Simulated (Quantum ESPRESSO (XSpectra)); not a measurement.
**N K-edge X-ray absorption spectrum (XANES) of Si2N2O (Cmc2₁)**

```cif
data_N4O2Si4
_chemical_formula_sum 'Si4 N4 O2'
_space_group_name_H-M_alt 'P 1'
_space_group_IT_number 1
_cell_length_a 5.22786
_cell_length_b 5.22786
_cell_length_c 4.85861
_cell_angle_alpha 90.000
_cell_angle_beta 90.000
_cell_angle_gamma 63.528
loop_
_space_group_symop_operation_xyz
  'x, y, z'
loop_
_atom_site_label
_atom_site_type_symbol
_atom_site_fract_x
_atom_site_fract_y
_atom_site_fract_z
_atom_site_occupancy
Si1 Si 0.02668 0.32758 0.27070 1
Si2 Si 0.97332 0.67242 0.77070 1
Si3 Si 0.67242 0.97332 0.27070 1
Si4 Si 0.32758 0.02668 0.77070 1
N1 N 0.09564 0.34288 0.61502 1
N2 N 0.90436 0.65712 0.11502 1
N3 N 0.65712 0.90436 0.61502 1
N4 N 0.34288 0.09564 0.11502 1
O1 O 0.79128 0.20872 0.22129 1
O2 O 0.20872 0.79128 0.72129 1
```

Geometry: Materials Project entry mp-4497 (a computed structure). The cell is the entry's, not relaxed again.

Absorber: atom 5, N on Wyckoff site b (site symmetry 1), with 2 Si at 1.72 Å, 1 Si at 1.73 Å.

All values are from Quantum ESPRESSO (XSpectra) (LDA, full core hole, dipole K-edge X-ray absorption, plane waves, Troullier-Martins potentials made with ld1.x, scalar-relativistic, no spin, constant broadening).

30-atom cell (absorber images 7.1 Å apart), 70 Ry, k meshes 2×2×2 (SCF) and 3×3×3 (spectrum), Lorentzian half width 0.5 eV. The ground-state test found a gap, so occupations are fixed and the excited electron is left out (charged cell on a uniform background); energies count from the highest occupied level. Field directions run: x; y; z, weighted by the site's symmetry in the crystal. Intensities are scaled to a mean of 1 over 0–35 eV.

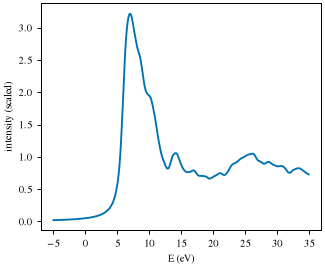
Figure. The computed spectrum

The absolute edge energy is not computed.
